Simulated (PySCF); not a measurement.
**F4Hf, SMILES `F[Hf](F)(F)F`: what the electrons do**

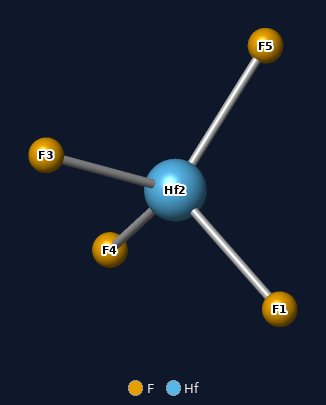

The molecule, with its atoms numbered as below. No frequency check shows the geometry to be a minimum.

Cartesian coordinates (Å):

```
F1      -1.2411   -0.8197   -1.0513
Hf2      0.0001    0.0001   -0.0004
F3       1.2409    0.8223   -1.0488
F4       0.8222   -1.2407    1.0499
F5      -0.8226    1.2372    1.0534
```

## 1. Bonding charge

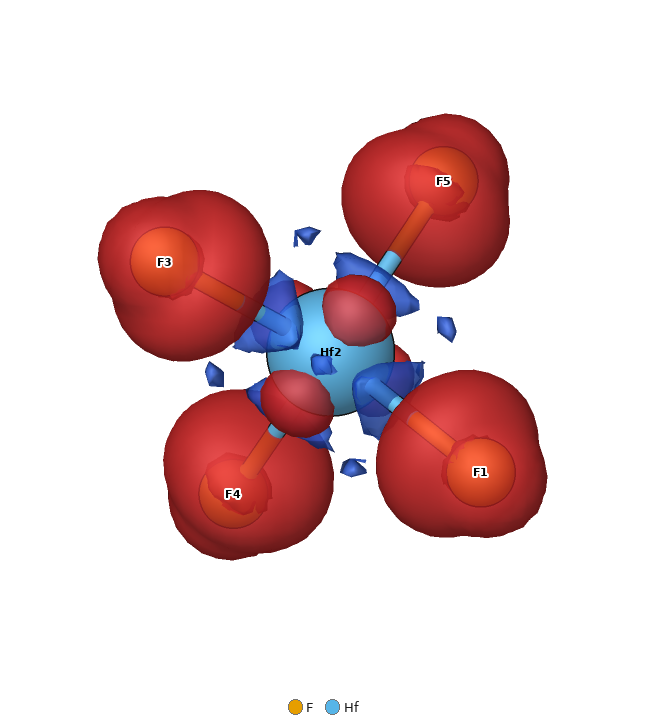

Deformation density (molecule less spherical, spin-averaged free atoms at the same positions), surfaces at ±0.1 e/Å³; red: gain, blue: loss.

Method: PBE0/def2-TZVP; geometry: GFN2-xTB; program: PySCF. Core potentials replace the inner electrons of Hf; spin–orbit coupling isn't included. This is a single-reference result, which may miss multireference character in this system.

**Describe the bonding that the map shows.**

Hf2–F3, F1–Hf2, Hf2–F5 and Hf2–F4: +0.05 e/Å³ at the bond critical point (bond length 1.82 Å, Mayer order 1.0); up to 0.6 Å beside the axis the gain reaches +0.29 e/Å³. In all, 1.5 electrons gather in the regions of gain relative to the promolecule. A small or negative value marks a very polar bond, one between electron-rich atoms, whose free-atom densities already overlap strongly, a long bond to a heavier atom, or a closed-shell contact such as a hydrogen bond.

**Where do the Hirshfeld charges lie?**

The highest Hirshfeld charge is on Hf2 (+1.02 e), the lowest on F1, F3, F4 and F5 (−0.26 e).

## 2. Bond critical points

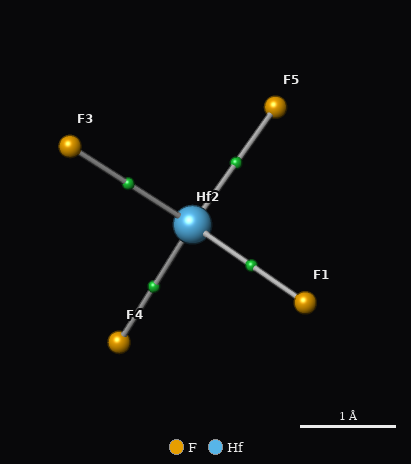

Molecular graph of the electron density (QTAIM): bond paths, bond critical points (green), ring points (magenta, if any); weak paths are dashed.

**How many critical points of each kind are there, and does the count close?**

5 nuclei, 4 bond, 0 ring and 0 cage critical points: 5 − 4 + 0 − 0 = 1, as the Poincaré–Hopf relation requires.

**What does the calculation give at each kind of bond critical point?**

```csv
bond,length (Å),ρ (a.u.),∇²ρ (a.u.),ε,H (a.u.)
Hf2–F3 (4 alike),1.821,0.161,+0.85,0.00,−0.053
```

**What kind of interaction is Hf2–F3?**

Polar or intermediate (positive Laplacian, negative energy density H): ρ = 0.161, ∇²ρ = +0.85, H = −0.053 a.u.

## 3. In an electric field

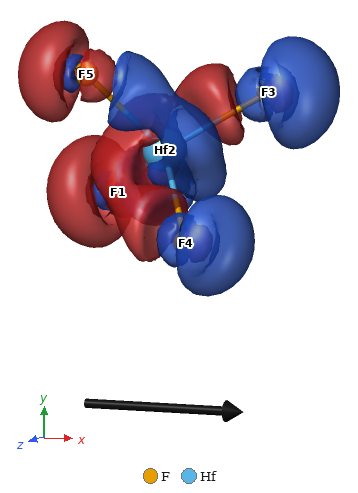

Change of the electron density in a uniform field of 0.21 V/Å along +x (arrow), surfaces at ±0.0015 e/Å³ (red: gain, blue: loss).

Level of theory: PBE0/def2-TZVP (PySCF), at a geometry from GFN2-xTB. Core potentials replace the inner electrons of Hf; spin–orbit coupling isn't included. This is a single-reference result, which may miss multireference character in this system. A basis without diffuse functions makes polarisabilities too small.

**How large is the response?**

The induced dipole is 0.29 D (along the field); α along this axis, from the fields in both directions, is 28 bohr³ (4.2 Å³).

**Which atoms gain and lose the most charge?**

Electrons gather most on F1 (Hirshfeld charge changes by −0.007 e) and leave F3 most (+0.007 e); 0.031 electrons are displaced in all.
